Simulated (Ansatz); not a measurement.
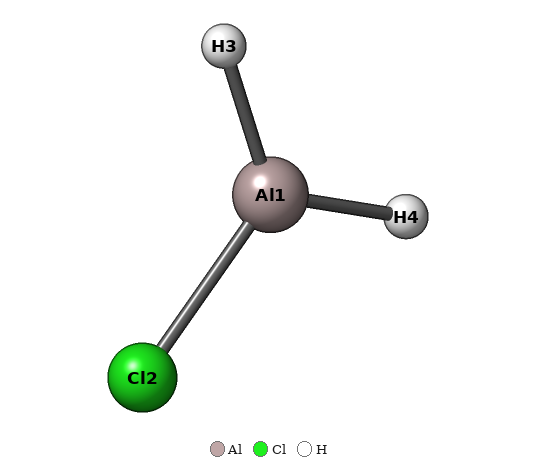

Sticks follow a distance rule. Harmonic vibrations computed with RKS PBE0-D4/def2-TZVP (Ansatz 0.2.0) at a stationary point of the same level.

> How many imaginary frequencies does it have?

A minimum: no imaginary frequency, and the lowest mode lies at 508 cm⁻¹.

> List the wavenumbers.

6 modes: 508, 527, 600, 777, 1962, 1978 cm⁻¹.
